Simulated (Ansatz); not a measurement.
System: C$_{4}$H$_{4}$F$_{2}$.

Input file:

```
crystal:
  periodic: [false, false, false]
  atoms:
    - {symbol: C, position_ang: [-0.063420, -1.782438, 0.512548]}
    - {symbol: C, position_ang: [0.396120, -0.569392, 0.248623]}
    - {symbol: F, position_ang: [1.688201, -0.270776, 0.429139]}
    - {symbol: C, position_ang: [-0.379617, 0.559261, -0.247599]}
    - {symbol: C, position_ang: [0.080033, 1.772186, -0.511886]}
    - {symbol: F, position_ang: [-1.671796, 0.260790, -0.427625]}
    - {symbol: H, position_ang: [0.599016, -2.554260, 0.879052]}
    - {symbol: H, position_ang: [-1.109016, -2.003243, 0.359943]}
    - {symbol: H, position_ang: [-0.582244, 2.543910, -0.878880]}
    - {symbol: H, position_ang: [1.125822, 1.992661, -0.360117]}
basis:
  gaussian: {orbitals: def2-TZVPP}
hamiltonian: {xc: pbe0, dispersion: d4}
output: {orbitals: {seedname: orbitals}}
```

Run with:

```sh
ansatz run in.yaml --threads 4 --pin off --events-out ev --progress --plain --max-ram 10444MiB
```

Geometry: PBE0-D4/def2-TZVP.

Computed with Ansatz, RKS PBE0-D4/def2-TZVPP.

Predict the electron density and electron localisation function between the atoms.

C–C (1.32 Å): the density is about 2.4 e/Å³ at the midpoint; the ELF peaks at about 0.95 between the atoms: a multiple bond.
C–F (1.34 Å): ρ at the midpoint is about 2.3 e/Å³; the ELF peaks at about 0.85 between the atoms (a shared but strongly polarised pair).
C–H (1.08 Å): the density is about 2.1 e/Å³ at the midpoint; the ELF climbs to about 1 towards the hydrogen, as it does in any bond to H: a covalent bond by its length.
C–C (1.46 Å): ρ is about 2 e/Å³ halfway; the ELF peaks at about 0.95 between the atoms, as expected for localised, covalent bonding.

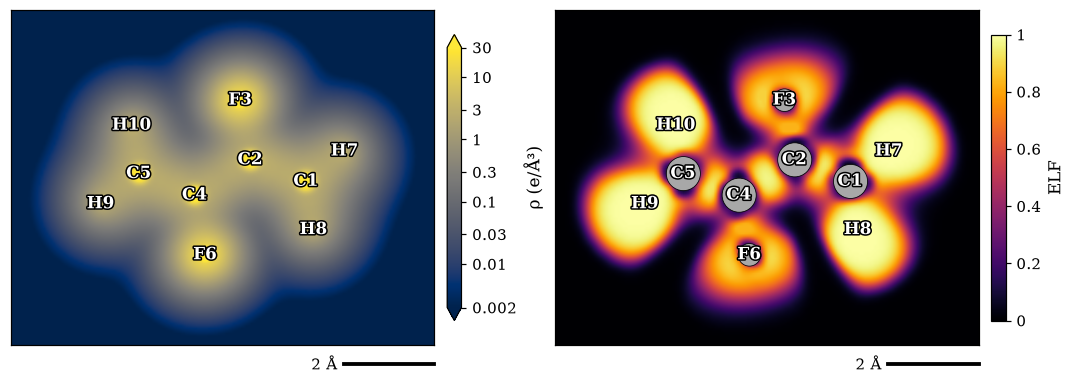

Computed electron density and electron localisation function on the molecular plane, in this order. Grey discs cover the atomic cores in the ELF map. 
